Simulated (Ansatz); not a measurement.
Electronic density of states of amorphous Zr₂₀O₄₁Zn, density 5.30 g/cm³, on a 2×2×2 Γ-centred mesh with a Gaussian width of 0.1 eV; energies count from the Fermi level, whose place inside the gap is arbitrary. Cell and mesh are small, so fine structure isn't converged. Calculation: PBE, scalar-relativistic without spin-orbit coupling (plane waves to 420 eV, PAW; Ansatz, an electronic-structure program). Sampling: a 2×2×2 Γ-centred mesh; Fermi-Dirac width 0.02 eV; no spin polarisation. At PBE the levels at the filled edge of the gap are localised (band-tail or defect states).

The cell was made by melting and quenching with the CHGNet potential and then relaxed with DFT. O atoms were pushed apart under 1.9 Å during the dynamics, to hinder bonds among them. The hot cell started wider than the set density and was brought back towards it in steps. It is the lowest in DFT energy of 2 quenches. It is a model cell: composition and starting density were chosen by hand, and all elements were melted together. No dispersion term was used. Its density started from a set value of 5.30 and ended at 5.30 g/cm³. Cooling (nominally 300 K/ps over its main leg) ran many orders faster than in experiment, which tends to leave more defects and strain. One small periodic cell is one sample of the glass; other quenches scatter about these values. The volume was held where the preparation left it and the shape relaxed, at a PBE pressure of 0.3 GPa.

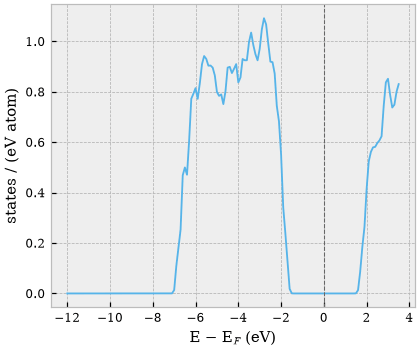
*Density of states per atom*

The level gap on this mesh is 3.48 eV; the broadening fills part of it in the curve.
